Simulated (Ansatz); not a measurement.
# Run report: C$_{2}$H$_{6}$FInO, geometry relaxation (part 1 of 2)

The run: geometry relaxation of C$_{2}$H$_{6}$FInO, SMILES C[CH2][In]([OH])[F]. Method and program: RKS PBE0-D4/def2-TZVP (Ansatz 0.2.0).

The geometry: PBE-D4/def2-SVP start. Figures and captions count atoms from 1; the log counts them from 0 in places.

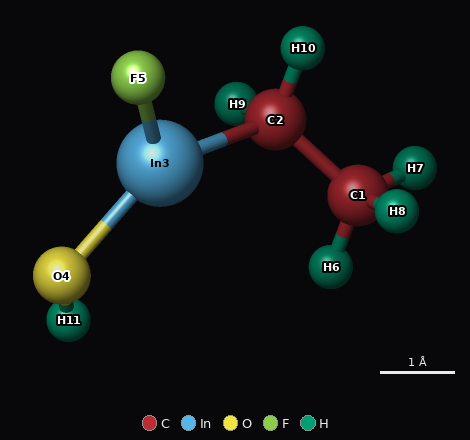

*The structure as given in the input (ball-and-stick view, seen at a tilt; atoms are numbered from 1 in the order of the input). Sticks mark near contacts.*

Bond lengths as drawn: C–C 1.53 Å, C–H 1.11 Å, C–In 2.18 Å, F–In 1.99 Å, H–O 0.98 Å and In–O 2.02 Å.

## Summary

```csv
quantity,value
outcome,converged
total energy,−12106.5866 eV
mean-field energy,−12106.4263 eV
dispersion energy,−0.1603 eV
SCF solution under orbital rotations,stable
largest force (length of the vector) at the end,0.002 eV/Å
dipole moment,5.29 D
hardware,"4 threads of Arm Neoverse V2, 23 GiB of memory available, shared host"
wall time,2.2 min (CPU time 8.1 min)
peak memory,0.61 GiB
```

## Input file
```yaml
crystal:
  periodic: [false, false, false]
  atoms:
    - {symbol: C, position_ang: [0.790432, 1.146931, 0.848007]}
    - {symbol: C, position_ang: [-0.472735, 0.855396, 0.038035]}
    - {symbol: In, position_ang: [-0.746484, -1.247393, -0.485032]}
    - {symbol: O, position_ang: [0.282758, -2.640231, -1.530283]}
    - {symbol: F, position_ang: [-2.383474, -2.155775, 0.179242]}
    - {symbol: H, position_ang: [1.716988, 0.882716, 0.298407]}
    - {symbol: H, position_ang: [0.858502, 2.229030, 1.093963]}
    - {symbol: H, position_ang: [0.808352, 0.596179, 1.810425]}
    - {symbol: H, position_ang: [-0.488607, 1.404283, -0.925456]}
    - {symbol: H, position_ang: [-1.398115, 1.115104, 0.589455]}
    - {symbol: H, position_ang: [1.097783, -2.243241, -1.896163]}
basis:
  gaussian: {orbitals: def2-TZVP}
hamiltonian: {xc: pbe0, dispersion: d4}
relax: {f_tol: 0.005, max_steps: 150}
```

Launched with:
```bash
ansatz run in.yaml --threads 4 --pin off --events-out ev --progress --plain --max-ram 10444MiB
```

## The program's output
```
Functional definition: PBE0
  name "PBE0"
  cite "Adamo & Barone, J. Chem. Phys. 110, 6158 (1999) doi:10.1063/1.478522"
  cite "Perdew, Burke & Ernzerhof, Phys. Rev. Lett. 77, 3865 (1996) doi:10.1103/PhysRevLett.77.3865"
  parent pbe
  parameter a = 0.25
  parameter kappa = 0.804
  parameter beta = 0.06672455060314922
  exchange = (1 - a)*pbe_x(kappa = kappa, mu = beta*pi^2/3) + a*exact_x
  correlation = pbe_c(beta = beta)
1412 factors; their error is unknown
mean field evaluation 1: about -12090.9877 eV, gradient 8.9e1 eV
mean field evaluation 2: about -12050.6269 eV, gradient 1.6e2 eV
mean field evaluation 4: about -12106.0682 eV, gradient 1.1e1 eV
mean field evaluation 8: about -12106.2980 eV, gradient 9.3e-2 eV
mean field evaluation 16: about -12106.3472 eV, gradient 9.9e-5 eV
mean field -12106.34717170 eV, -444.9000525831 hartree, gradient 1.8e-5 eV, S^2 0.000000; 0 other end points of the search recorded, 0 dependent functions left out
the calculation of the forces begins
reference -12106.34722339 eV, -444.9000544829 hartree; 28, 28 occupied and 182, 182 virtual orbitals, 1412 factors
relax step   1: F+E_penalty+E_count = -12106.50507506 eV  Δ(F+E_penalty+E_count) = +0.000e0 eV  max|allowed force component| = 9.308e-1 eV/Å  Δτ_max = 0.0000 Å  (30 SCF iters, accepted)
these checks for a lower state are left out or cut short: starts, cluster_reference, orbital_swaps, neighbouring_geometries, increment
1412 factors; their error is unknown
mean field -12106.41247280 eV, -444.9024523544 hartree, gradient 1.2e-5 eV, S^2 0.000000; 0 other end points of the search recorded, 0 dependent functions left out
[... from here on the field's lines of each further geometry are left out, up to the last ...]
relax step   2: F+E_penalty+E_count = -12106.57160224 eV  Δ(F+E_penalty+E_count) = -6.653e-2 eV  max|allowed force component| = 2.186e-1 eV/Å  Δτ_max = 0.0594 Å  (33 SCF iters, accepted)
relax step   3: F+E_penalty+E_count = -12106.57588825 eV  Δ(F+E_penalty+E_count) = -4.286e-3 eV  max|allowed force component| = 4.643e-2 eV/Å  Δτ_max = 0.0231 Å  (34 SCF iters, accepted)
relax step   4: F+E_penalty+E_count = -12106.57629483 eV  Δ(F+E_penalty+E_count) = -4.066e-4 eV  max|allowed force component| = 1.779e-2 eV/Å  Δτ_max = 0.0095 Å  (34 SCF iters, accepted)
relax step   5: F+E_penalty+E_count = -12106.57642768 eV  Δ(F+E_penalty+E_count) = -1.329e-4 eV  max|allowed force component| = 1.226e-2 eV/Å  Δτ_max = 0.0069 Å  (35 SCF iters, accepted)
relax step   6: F+E_penalty+E_count = -12106.57649661 eV  Δ(F+E_penalty+E_count) = -6.893e-5 eV  max|allowed force component| = 6.257e-3 eV/Å  Δτ_max = 0.0109 Å  (35 SCF iters, accepted)
relax step   7: F+E_penalty+E_count = -12106.57667785 eV  Δ(F+E_penalty+E_count) = -1.812e-4 eV  max|allowed force component| = 2.021e-2 eV/Å  Δτ_max = 0.0383 Å  (33 SCF iters, accepted)
relax step   8: F+E_penalty+E_count = -12106.57689280 eV  Δ(F+E_penalty+E_count) = -2.149e-4 eV  max|allowed force component| = 4.396e-2 eV/Å  Δτ_max = 0.0648 Å  (32 SCF iters, accepted)
relax step   9: F+E_penalty+E_count = -12106.57715191 eV  Δ(F+E_penalty+E_count) = -2.591e-4 eV  max|allowed force component| = 5.041e-2 eV/Å  Δτ_max = 0.0334 Å  (33 SCF iters, accepted)
relax step  10: F+E_penalty+E_count = -12106.57739007 eV  Δ(F+E_penalty+E_count) = -2.382e-4 eV  max|allowed force component| = 1.255e-1 eV/Å  Δτ_max = 0.1029 Å  (32 SCF iters, accepted)
relax step  11: F+E_penalty+E_count = -12106.57769991 eV  Δ(F+E_penalty+E_count) = -3.098e-4 eV  max|allowed force component| = 1.184e-1 eV/Å  Δτ_max = 0.0275 Å  (33 SCF iters, accepted)
relax step  12: F+E_penalty+E_count = -12106.57849565 eV  Δ(F+E_penalty+E_count) = -7.957e-4 eV  max|allowed force component| = 9.043e-2 eV/Å  Δτ_max = 0.0192 Å  (34 SCF iters, accepted)
relax step  13: F+E_penalty+E_count = -12106.57913053 eV  Δ(F+E_penalty+E_count) = -6.349e-4 eV  max|allowed force component| = 7.491e-2 eV/Å  Δτ_max = 0.0477 Å  (33 SCF iters, accepted)
relax step  14: F+E_penalty+E_count = -12106.57996566 eV  Δ(F+E_penalty+E_count) = -8.351e-4 eV  max|allowed force component| = 9.369e-2 eV/Å  Δτ_max = 0.1648 Å  (32 SCF iters, accepted)
relax step  15: F+E_penalty+E_count = -12106.58069242 eV  Δ(F+E_penalty+E_count) = -7.268e-4 eV  max|allowed force component| = 6.315e-2 eV/Å  Δτ_max = 0.0124 Å  (34 SCF iters, accepted)
relax step  16: F+E_penalty+E_count = -12106.58069592 eV  Δ(F+E_penalty+E_count) = -3.505e-6 eV  max|allowed force component| = 5.960e-2 eV/Å  Δτ_max = 0.0016 Å  (35 SCF iters, accepted)
relax step  17: F+E_penalty+E_count = -12106.58180284 eV  Δ(F+E_penalty+E_count) = -1.107e-3 eV  max|allowed force component| = 9.138e-2 eV/Å  Δτ_max = 0.0982 Å  (32 SCF iters, accepted)
relax step  18: F+E_penalty+E_count = -12106.58219076 eV  Δ(F+E_penalty+E_count) = -3.879e-4 eV  max|allowed force component| = 2.457e-1 eV/Å  Δτ_max = 0.1262 Å  (32 SCF iters, accepted)
relax step  19: F+E_penalty+E_count = -12106.58290387 eV  Δ(F+E_penalty+E_count) = -7.131e-4 eV  max|allowed force component| = 1.637e-1 eV/Å  Δτ_max = 0.0090 Å  (35 SCF iters, accepted)
relax step  20: F+E_penalty+E_count = -12106.58354992 eV  Δ(F+E_penalty+E_count) = -6.461e-4 eV  max|allowed force component| = 2.955e-2 eV/Å  Δτ_max = 0.0199 Å  (34 SCF iters, accepted)
relax step  21: F+E_penalty+E_count = -12106.58431298 eV  Δ(F+E_penalty+E_count) = -7.631e-4 eV  max|allowed force component| = 1.913e-2 eV/Å  Δτ_max = 0.0807 Å  (32 SCF iters, accepted)
relax step  22: F+E_penalty+E_count = -12106.58303917 eV  Δ(F+E_penalty+E_count) = +1.274e-3 eV  max|allowed force component| = 1.987e-1 eV/Å  Δτ_max = 0.1718 Å  (32 SCF iters, rejected (line search))
relax step  23: F+E_penalty+E_count = -12106.58491701 eV  Δ(F+E_penalty+E_count) = -6.040e-4 eV  max|allowed force component| = 5.100e-2 eV/Å  Δτ_max = 0.0839 Å  (32 SCF iters, accepted)
relax step  24: F+E_penalty+E_count = -12106.58519790 eV  Δ(F+E_penalty+E_count) = -2.809e-4 eV  max|allowed force component| = 6.835e-2 eV/Å  Δτ_max = 0.0609 Å  (32 SCF iters, accepted)
relax step  25: F+E_penalty+E_count = -12106.58555464 eV  Δ(F+E_penalty+E_count) = -3.567e-4 eV  max|allowed force component| = 4.874e-2 eV/Å  Δτ_max = 0.0315 Å  (33 SCF iters, accepted)
relax step  26: F+E_penalty+E_count = -12106.58601630 eV  Δ(F+E_penalty+E_count) = -4.617e-4 eV  max|allowed force component| = 2.944e-2 eV/Å  Δτ_max = 0.0814 Å  (32 SCF iters, accepted)
relax step  27: F+E_penalty+E_count = -12106.58408552 eV  Δ(F+E_penalty+E_count) = +1.931e-3 eV  max|allowed force component| = 2.662e-1 eV/Å  Δτ_max = 0.1680 Å  (32 SCF iters, rejected (line search))
relax step  28: F+E_penalty+E_count = -12106.58626391 eV  Δ(F+E_penalty+E_count) = -2.476e-4 eV  max|allowed force component| = 6.948e-2 eV/Å  Δτ_max = 0.0776 Å  (32 SCF iters, accepted)
relax step  29: F+E_penalty+E_count = -12106.58628137 eV  Δ(F+E_penalty+E_count) = -1.747e-5 eV  max|allowed force component| = 4.391e-2 eV/Å  Δτ_max = 0.0242 Å  (33 SCF iters, accepted)
relax step  30: F+E_penalty+E_count = -12106.58645704 eV  Δ(F+E_penalty+E_count) = -1.757e-4 eV  max|allowed force component| = 2.861e-2 eV/Å  Δτ_max = 0.0061 Å  (35 SCF iters, accepted)
relax step  31: F+E_penalty+E_count = -12106.58648904 eV  Δ(F+E_penalty+E_count) = -3.200e-5 eV  max|allowed force component| = 1.493e-3 eV/Å  Δτ_max = 0.0066 Å  (35 SCF iters, accepted)
relax step  32: F+E_penalty+E_count = -12106.58652449 eV  Δ(F+E_penalty+E_count) = -3.545e-5 eV  max|allowed force component| = 8.875e-3 eV/Å  Δτ_max = 0.0251 Å  (34 SCF iters, accepted)
relax step  33: F+E_penalty+E_count = -12106.58654722 eV  Δ(F+E_penalty+E_count) = -2.273e-5 eV  max|allowed force component| = 1.560e-2 eV/Å  Δτ_max = 0.0377 Å  (33 SCF iters, accepted)
relax step  34: F+E_penalty+E_count = -12106.58655783 eV  Δ(F+E_penalty+E_count) = -1.061e-5 eV  max|allowed force component| = 1.062e-2 eV/Å  Δτ_max = 0.0016 Å  (35 SCF iters, accepted)
the calculation of the forces begins
reference -12106.42634749 eV, -444.9029622396 hartree; 28, 28 occupied and 182, 182 virtual orbitals, 1412 factors
relax step  35: F+E_penalty+E_count = -12106.58656633 eV  Δ(F+E_penalty+E_count) = -8.494e-6 eV  max|allowed force component| = 1.657e-3 eV/Å  Δτ_max = 0.0109 Å  (34 SCF iters, accepted)
```

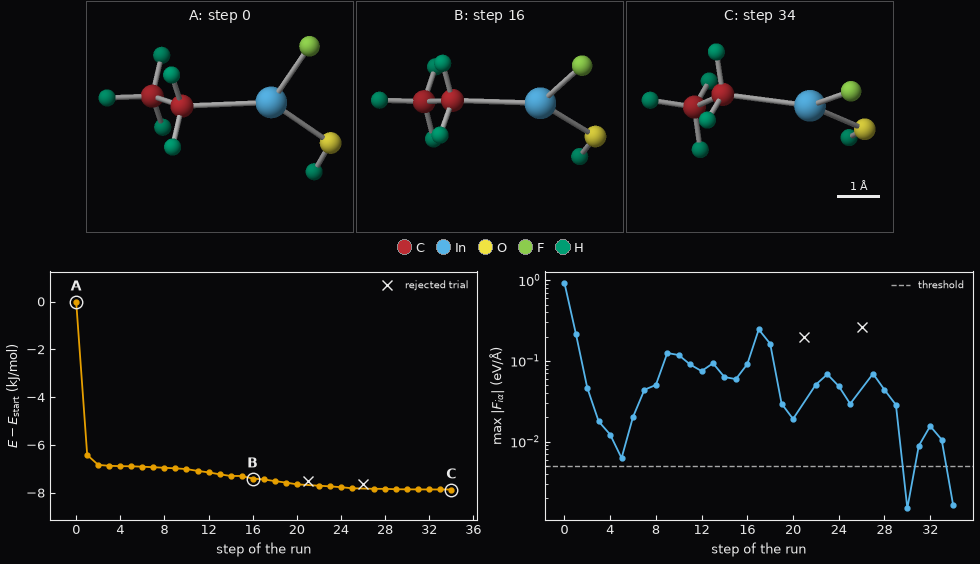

*Frames of the relaxation (ball-and-stick view, seen at an oblique angle) above the curves, on which the letters mark them (the first geometry is step 0 here and step 1 in the log).*

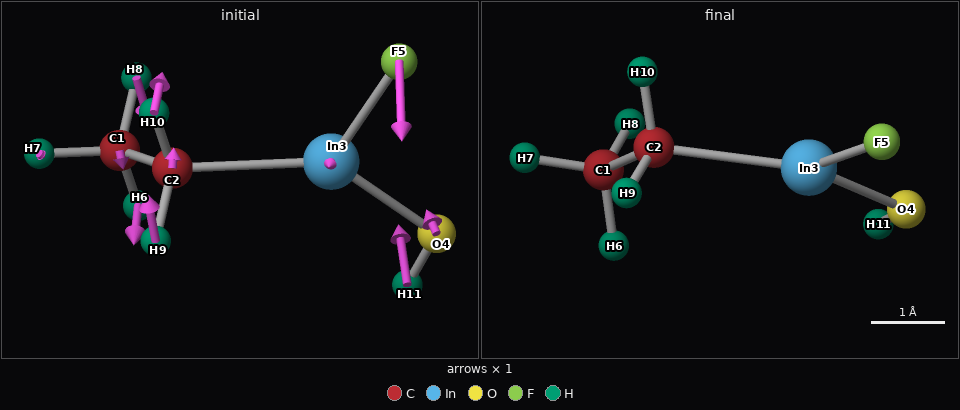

*Before (left) and after (right) the relaxation, at one scale (ball-and-stick view, seen at an oblique angle). The pink arrows give the displacements, at true length.*

The atom that moves furthest after the best rigid fit is F5 (1.29 Å). By element the largest moves are F 1.29 Å, H 0.98 Å, O 0.42 Å, C 0.29 Å, In 0.15 Å. Distances before and after: In3–O4 2.023 → 1.977 Å, C2–In3 2.184 → 2.144 Å, In3–F5 1.986 → 1.955 Å, O4–H11 0.978 → 0.960 Å. Among the angles that change: In3–O4–H11 109.8° → 113.5°. After 34 geometry steps the energy has fallen by 7.86 kJ/mol. The largest force component goes from 0.93 to 0.0017 eV/Å. The line search rejected the trial steps at points 21, 26 (counted from 0) and went back. (Atoms are counted from 1 in the order of the input.)

```
1412 factors; their error is unknown
mean field -12106.42629566 eV, -444.9029603350 hartree, gradient 1.3e-5 eV, S^2 0.000000; 1 other end points of the search recorded, 0 dependent functions left out
the calculation of the forces begins
reference -12106.42634749 eV, -444.9029622396 hartree; 28, 28 occupied and 182, 182 virtual orbitals, 1412 factors
Total energy: -12106.58661816 eV, -444.9088520781 hartree
Atom 0 at     0.872901     1.163962     0.579164 Å, force     0.001657     0.000762     0.000617 eV/Å
Atom 1 at    -0.567459     0.770135     0.291857 Å, force    -0.001435    -0.000093    -0.000287 eV/Å
Atom 2 at    -0.830345    -1.173198    -0.574829 Å, force    -0.001363    -0.000307     0.000215 eV/Å
Atom 3 at     0.383559    -2.640644    -1.105975 Å, force     0.000482     0.000006     0.000000 eV/Å
Atom 4 at    -2.636477    -1.787746    -0.999816 Å, force     0.001116     0.000372     0.000101 eV/Å
Atom 5 at     1.483185     1.181205    -0.326659 Å, force    -0.000389    -0.000106    -0.000103 eV/Å
Atom 6 at     0.919695     2.165316     1.018308 Å, force    -0.000274    -0.000117    -0.000099 eV/Å
Atom 7 at     1.353375     0.481133     1.283552 Å, force    -0.000354    -0.000082    -0.000233 eV/Å
Atom 8 at    -1.047011     1.464091    -0.402271 Å, force     0.000499     0.000052    -0.000123 eV/Å
Atom 9 at    -1.175857     0.767635     1.199184 Å, force     0.000430    -0.000389    -0.000007 eV/Å
Atom 10 at     1.309834    -2.448889    -0.941916 Å, force    -0.000369    -0.000097    -0.000080 eV/Å
Dipole moment:     0.672059     0.777870     0.396471 e Å
```

## Trajectory as extended XYZ (Å, eV, eV/Å), 20 of the 35 frames kept, from step=1 to step=35
```
11
Properties=species:S:1:pos:R:3:forces:R:3 step=1 energy=-12106.50507
C     0.7904    1.1469    0.8480    0.2852   0.0994   0.1816
C    -0.4727    0.8554    0.0380   -0.3069  -0.0264  -0.1840
In   -0.7465   -1.2474   -0.4850   -0.0810  -0.4353  -0.0775
O     0.2828   -2.6402   -1.5303    0.2917   0.9308   0.1144
F    -2.3835   -2.1558    0.1792    0.4947   0.2761  -0.2015
H     1.7170    0.8827    0.2984   -0.4719   0.1158   0.2492
H     0.8585    2.2290    1.0940   -0.0576  -0.5256  -0.1313
H     0.8084    0.5962    1.8104   -0.0251   0.2664  -0.4748
H    -0.4886    1.4043   -0.9255    0.0375  -0.2284   0.5033
H    -1.3981    1.1151    0.5895    0.4845  -0.0987  -0.2562
H     1.0978   -2.2432   -1.8962   -0.6512  -0.3742   0.2768
11
Properties=species:S:1:pos:R:3:forces:R:3 step=3 energy=-12106.57589
C     0.7837    1.1325    0.8381    0.0271  -0.0185   0.0100
C    -0.4752    0.8338    0.0370   -0.0125   0.0280  -0.0076
In   -0.7427   -1.2304   -0.4841    0.0003   0.0038   0.0201
O     0.2771   -2.5863   -1.5006    0.0103   0.0464   0.0066
F    -2.3489   -2.1376    0.1641   -0.0061  -0.0126  -0.0058
H     1.6925    0.8662    0.2944    0.0113  -0.0050  -0.0070
H     0.8486    2.1997    1.0704   -0.0104   0.0108  -0.0067
H     0.8029    0.5971    1.7896   -0.0002  -0.0079   0.0095
H    -0.4860    1.3921   -0.9013    0.0016   0.0075  -0.0180
H    -1.3756    1.1106    0.5876   -0.0137  -0.0211   0.0030
H     1.0889   -2.2345   -1.8746   -0.0076  -0.0315  -0.0040
11
Properties=species:S:1:pos:R:3:forces:R:3 step=5 energy=-12106.57643
C     0.7855    1.1308    0.8356   -0.0026   0.0051  -0.0025
C    -0.4785    0.8392    0.0385   -0.0003  -0.0123   0.0010
In   -0.7450   -1.2250   -0.4808   -0.0048  -0.0017  -0.0004
O     0.2779   -2.5790   -1.4942   -0.0008  -0.0012   0.0033
F    -2.3500   -2.1447    0.1534   -0.0015  -0.0010  -0.0019
H     1.6913    0.8621    0.2876    0.0025  -0.0009  -0.0030
H     0.8533    2.1979    1.0683    0.0038   0.0044   0.0015
H     0.8060    0.5937    1.7864   -0.0007  -0.0015   0.0019
H    -0.4925    1.3980   -0.8999    0.0003   0.0055   0.0002
H    -1.3776    1.1112    0.5937    0.0001   0.0021   0.0014
H     1.0949   -2.2412   -1.8679    0.0038   0.0015  -0.0015
```
